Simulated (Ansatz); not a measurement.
Zr$_{3}$AlN$_{3}$

Input

```
crystal:
  lattice:
    - [3.2653714364, 0.0, 0.0]
    - [-1.6326857182, 2.8278946167, 0.0]
    - [0.0, 0.0, 9.9640243913]
  atoms:
    - { symbol: Zr, position: [0.3333333333, 0.6666666667, 0.7711281856] }
    - { symbol: Zr, position: [0.3333333333, 0.6666666667, 0.2288718144] }
    - { symbol: Zr, position: [0.0, 0.0, 0.5] }
    - { symbol: Al, position: [0.0, 0.0, 0.0] }
    - { symbol: "N", position: [0.3333333333, 0.6666666667, 0.0] }
    - { symbol: "N", position: [0.6666666667, 0.3333333333, 0.6383047399] }
    - { symbol: "N", position: [0.6666666667, 0.3333333333, 0.3616952601] }
basis:
  ecutwfc: 420
kpoints:
  mp_grid: { grid: [12, 12, 4] }
  band_path:
    path:
      - [[0.0, 0.0, 0.0], [0.5, 0.0, 0.0], [0.33333333, 0.33333333, 0.0], [0.0, 0.0, 0.0], [0.0, 0.0, 0.5], [0.5, 0.0, 0.5], [0.33333333, 0.33333333, 0.5], [0.0, 0.0, 0.5]]
      - [[0.5, 0.0, 0.5], [0.5, 0.0, 0.0]]
      - [[0.33333333, 0.33333333, 0.5], [0.33333333, 0.33333333, 0.0]]
    npoints: 14
hamiltonian:
  xc: pbe
scf:
  occupations: { method: gaussian, width: 0.1 }
  n_extra_bands: 17
output:
  forces: true
  stress: true
  eigenvalues: true
  populations: true
  dos: { projected: true, de: 0.02, nscf_kmesh: { grid: [15, 15, 5] } }
  bader: true
  write_density: true
  write_potential: true
  elf: true
  volumetric_format: npy
```

Launched as:

```sh
ansatz run input.yaml --threads 1 --pin off --max-ram 2560MiB --backend cpu --events-out ev --progress --plain --runs-dir out
```

Below, planes, directions and counts refer to the conventional cell (a = 3.27 Å, b = 3.27 Å, c = 9.96 Å, α = 90.00°, β = 90.00°, γ = 120.00°).

Space group P-6m2; a generated structure, not necessarily the stable one.

Theory: DFT PBE, scalar-relativistic, plane waves, PAW (Ansatz 0.2.0).

Question: What can the converged valence pseudo-density and electron localisation function tell about the bonding?

Answer: Al–N (1.89 Å): the density is about 0.65 e/Å³ at the midpoint; the ELF peaks at about 0.85 in the valence shell of N, 0.7 Å from its nucleus, and is about 0.80 at the midpoint.
Zr–N (2.28 Å): ρ is about 0.48 e/Å³ halfway; the ELF peaks at about 0.85 in the valence shell of N, 0.6 Å from its nucleus, and drops to about 0.15 between the two atoms: no shared electron pair shows on this line.
Zr–N (2.34 Å): ρ at the midpoint is about 0.43 e/Å³; the ELF peaks at about 0.80 in the valence shell of N, 0.7 Å from its nucleus, and drops to about 0.15 between the two atoms: no localised pair shows between them.
Bader's partition of the density gives Zr +1.45 to +1.79, Al +1.35 and N −2.38 to −1.83 e.

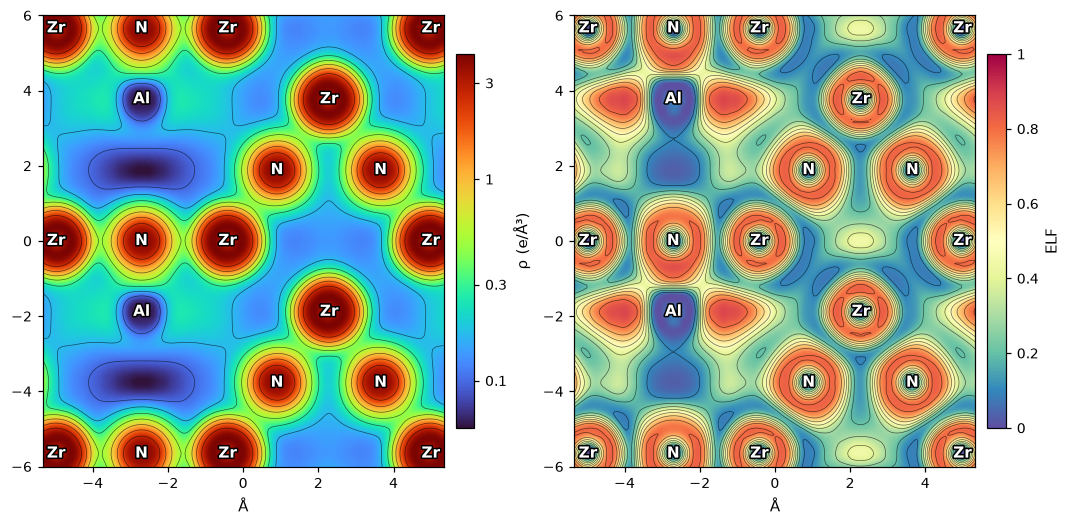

Computed valence pseudo-density and electron localisation function on the (110) plane of the conventional cell, in this order. 

The density is the valence pseudo-density of a PAW calculation; it isn't the true density close to the nuclei.
